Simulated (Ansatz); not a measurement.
**C3H12AlAs: single-point calculation**

C3H12AlAs, computed with RKS revPBE-d4/aug-cc-pVDZ (Ansatz 0.2.0).

Some settings of this run were made unusual or wrong on purpose. The geometry comes from this level: PBE0-D4/def2-TZVP.

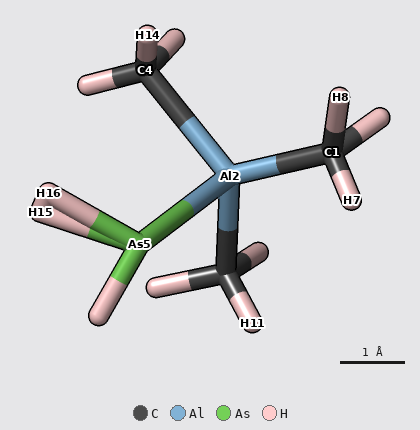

**Figure 1.** The structure (stick view, seen at a tilt; atoms are numbered from 1 in the order of the input). Sticks mark near contacts.

### The input
```yaml
crystal:
  periodic: [false, false, false]
  atoms:
    - {symbol: C, position_ang: [0.134047, 0.695624, -1.900599]}
    - {symbol: Al, position_ang: [0.413792, -0.091249, -0.288754]}
    - {symbol: C, position_ang: [2.044464, 0.480808, 0.723411]}
    - {symbol: C, position_ang: [-0.163646, -2.186392, -0.040585]}
    - {symbol: As, position_ang: [-1.559397, 1.067298, 1.306015]}
    - {symbol: H, position_ang: [0.519906, 0.454443, -2.800496]}
    - {symbol: H, position_ang: [0.076843, 1.631676, -1.790544]}
    - {symbol: H, position_ang: [-1.044573, 0.561426, -2.574261]}
    - {symbol: H, position_ang: [3.003604, -0.006540, 0.208973]}
    - {symbol: H, position_ang: [1.975318, 0.052967, 1.785231]}
    - {symbol: H, position_ang: [2.057957, 1.470590, 0.762165]}
    - {symbol: H, position_ang: [-0.039078, -2.593465, 0.881229]}
    - {symbol: H, position_ang: [0.496025, -2.709424, -0.627321]}
    - {symbol: H, position_ang: [-1.171770, -2.170577, -0.455917]}
    - {symbol: H, position_ang: [-2.284390, -0.011232, 2.328608]}
    - {symbol: H, position_ang: [-2.584390, -0.061232, 2.028608]}
    - {symbol: H, position_ang: [-1.260117, 1.576154, 2.469490]}
basis:
  gaussian: {orbitals: aug-cc-pVDZ, final_grid: {core_spheres: 20, valence_spheres: 16, degree: 47}}
hamiltonian: {xc: {name: revPBE}, dispersion: d4}
scf: {lower_state_search: light}
```

Hardware: 8 threads of Intel Xeon @ 2.50GHz, 180 GiB of memory available, shared host.

Command:
```bash
ansatz run in.yaml --threads 8 --pin off --events-out ev --progress --plain --max-ram 20889MiB
```

### Log
```
Functional definition: revPBE
  name "revPBE"
  cite "Zhang & Yang, Phys. Rev. Lett. 80, 890 (1998) doi:10.1103/PhysRevLett.80.890"
  cite "Perdew, Burke & Ernzerhof, Phys. Rev. Lett. 77, 3865 (1996) doi:10.1103/PhysRevLett.77.3865"
  parameter kappa = 1.245
  parameter beta = 0.06672455060314922
  exchange = pbe_x(kappa = kappa, mu = beta*pi^2/3)
  correlation = pbe_c(beta = beta)
2250 factors; their error is unknown
mean field evaluation 1: about -70692.9647 eV, gradient 1.1e2 eV
mean field evaluation 2: about -70543.6457 eV, gradient 1.9e2 eV
mean field evaluation 4: about -70725.3437 eV, gradient 1.5e1 eV
mean field evaluation 8: about -70726.1584 eV, gradient 4.5e-1 eV
mean field evaluation 16: about -70726.1067 eV, gradient 7.8e-3 eV
mean field -70726.10666780 eV, -2599.1364801649 hartree, gradient 7.2e-5 eV, S^2 0.000000; 1 other end points of the search recorded, 0 dependent functions left out
reference -70726.10682360 eV, -2599.1364858903 hartree; 38, 38 occupied and 202, 202 virtual orbitals, 2250 factors
Total energy: -70727.08531364 eV, -2599.1724447361 hartree
```

### Outcome

| quantity | value |
| --- | --- |
| outcome | converged |
| total energy | −70727.0853 eV |
| mean-field energy | −70726.1068 eV |
| dispersion energy | −0.9785 eV |
| SCF solution under orbital rotations | stable |
| wall time | 8.6 s (CPU time 56 s) |
| peak memory | 0.52 GiB |

This input holds a deliberate fault: two atoms are placed far too close. The run converged all the same; its numbers are those of the faulty input and shouldn't be used.
